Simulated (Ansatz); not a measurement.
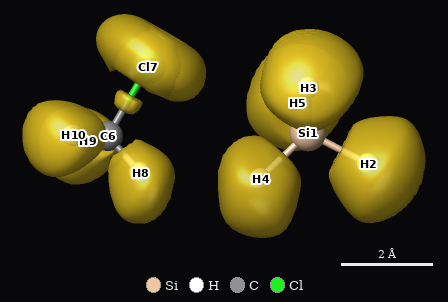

Figure 1: SiH4···CH3Cl (SMILES [SiH4].CCl). Isosurface of the electron localisation function at 0.8 (yellow), seen at a tilt. Only the valence region is drawn (cores and ρ < 0.01 e/Å³ removed).

Geometry: rigid move from PBE0-D4/def2-TZVP.

Level of theory: RKS PBE0-D4/def2-TZVPPD in Ansatz 0.2.0.

```yaml
atoms:
  - { symbol: Si, position_ang: [-0.2271, -0.0098, -2.0668] }
  - { symbol: H, position_ang: [-0.7240, -0.5838, -3.3452] }
  - { symbol: H, position_ang: [1.2221, 0.2796, -2.1916] }
  - { symbol: H, position_ang: [-0.4529, -1.0032, -0.9851] }
  - { symbol: H, position_ang: [-0.9762, 1.2352, -1.7686] }
  - { symbol: C, position_ang: [0.1884, -0.0879, 2.3336] }
  - { symbol: Cl, position_ang: [0.9543, 1.1859, 1.3657] }
  - { symbol: H, position_ang: [-0.1355, -0.8816, 1.6641] }
  - { symbol: H, position_ang: [-0.6651, 0.3391, 2.8551] }
  - { symbol: H, position_ang: [0.9175, -0.4663, 3.0462] }
```

Question: Identify the bonds, lone pairs and shells in this picture.

Answer: The ELF exceeds this value in one region between bonded C–Cl atoms (shared pairs), seven regions around hydrogen nuclei and one ring or bowl of non-bonding electrons around Cl.

Values along the shortest contacts:
Si1···Cl7 (3.82 Å): the ELF dips to about 0 between them (a non-bonded, intermolecular contact). C–Cl (1.77 Å): the ELF peaks at about 0.85 between the atoms (localised, covalent bonding).
